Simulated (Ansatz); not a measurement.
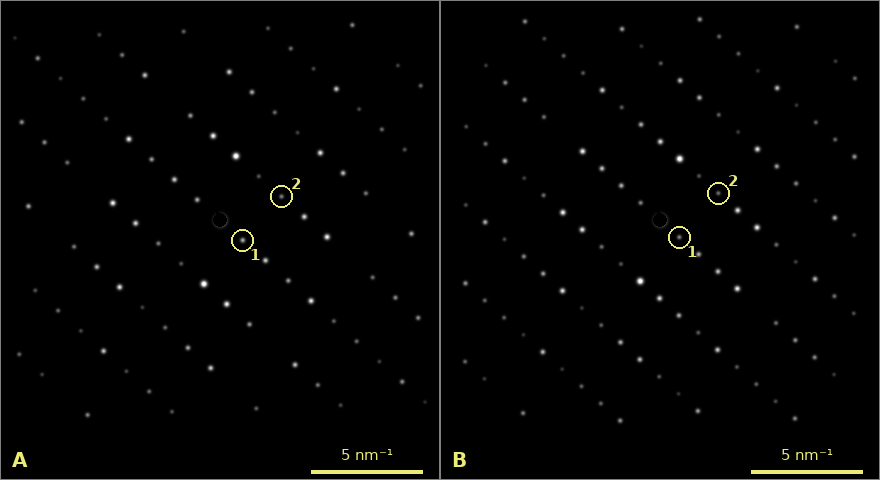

Kinematic electron diffraction patterns (200 kV, B = 0.5 Å², same scale) along [010] of the run's own cell, for the start and the end of one relaxation of SrLi2Sb2 with Ansatz 0.2.0, DFT, PAW plane waves, pbe. k mesh 6×6×4. The start is a generated model structure, and the relaxation ends in the nearest stationary point of its symmetry, not necessarily the ground state. Spot 1 is 0 0 -1 and spot 2 is -1 0 -1 in both.

Start structure:

```
Sr Li Sb
1.0
     2.19348    3.79922    0.00000
    -2.19348    3.79922    0.00000
     0.00000    0.00000    7.28707
Sr Li Sb
1 2 2
Direct
  0.00000 0.00000 0.00000
  0.33330 0.33340 0.63080
  0.66670 0.66660 0.36920
  0.33330 0.33340 0.25080
  0.66670 0.66660 0.74920
```

Which pattern belongs to the start structure, and which to the relaxed one?

A is the start: its cell gives d(1) = 7.287 Å, d(2) = 3.369 Å and an angle of 62.5°. B is the relaxed structure, with d(1) = 8.583 Å (+17.8 %), d(2) = 3.454 Å (+2.5 %) and 66.3°.

Name reflections whose intensity changes strongly on relaxation.

0 0 5 fades out of sight; 1 0 4, 1 0 -4, 2 0 -4 come into sight; 0 0 1 goes from 14 to 5.9 % of the strongest spot; 1 0 6 goes from 7.1 to 16 % of the strongest spot; 0 0 3 goes from 10 to 21 % of the strongest spot.

What did the relaxation do to the structure and the energy?

The volume changed by +16.2 % to 28.21 Å³ an atom; with the mean shift removed, the atoms moved by up to 0.34 Å relative to the cell (Li most); the space group stayed P-3m1 (No. 164); the free energy fell by 130 meV an atom. Relaxed cell: a = 4.356 Å, b = 4.356 Å, c = 8.583 Å, α = 90.00°, β = 90.00°, γ = 60.00°.
